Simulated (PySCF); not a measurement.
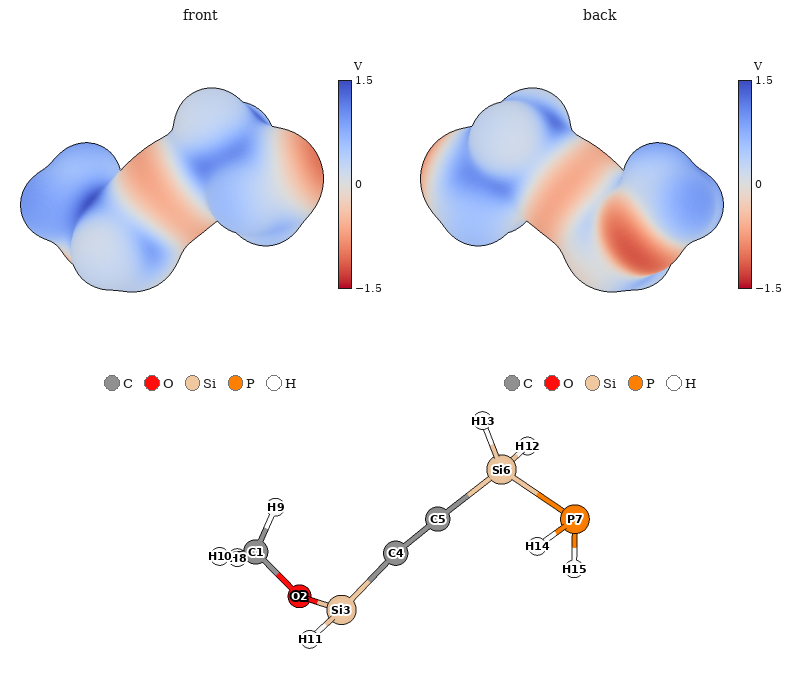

The picture shows: C3H8OPSi2 (SMILES CO[SiH]C#C[SiH2]P) (doublet). The electrostatic potential painted on the density surface at 0.002 e/bohr³, seen from the front and from behind; red is negative and blue positive. The bare structure is drawn below in the same view.

Geometry: GFN2-xTB.

Theory: PySCF 2.14.0, density-fitted response routines, UKS B3LYP, pcH-1 on C H O P Si, non-relativistic, mean-field spin-orbit, GIAO.

Input

```
{"job": {"kind": "epr", "basis": "pcH-1"}, "charge": 0, "multiplicity": 2}
C     -3.614920     0.165640     0.327702
O     -2.858683    -1.011746     0.251814
Si    -1.410321    -1.359897     0.882221
C      0.020071    -0.422573     0.280846
C      1.002668     0.070792    -0.257702
Si     2.526441     0.783997    -1.000568
P      4.308101    -0.551103    -0.673522
H     -4.538425     0.003970    -0.228448
H     -3.068035     1.002137    -0.112271
H     -3.855930     0.407132     1.365518
H     -1.451229    -1.618352     2.308925
H      2.350544     0.927664    -2.450546
H      2.854263     2.072114    -0.371230
H      4.070671    -0.750459     0.673138
H      3.660370    -1.722637    -1.017789
```

Launched as:

```sh
OMP_NUM_THREADS=1 python probes_run.py task.json out
```

**Describe the electrostatic potential map.**

The most negative region (about −1.1 V) lies over O2, the most positive (about +1.3 V) over Si3. O2 is the likeliest acceptor of a hydrogen bond.
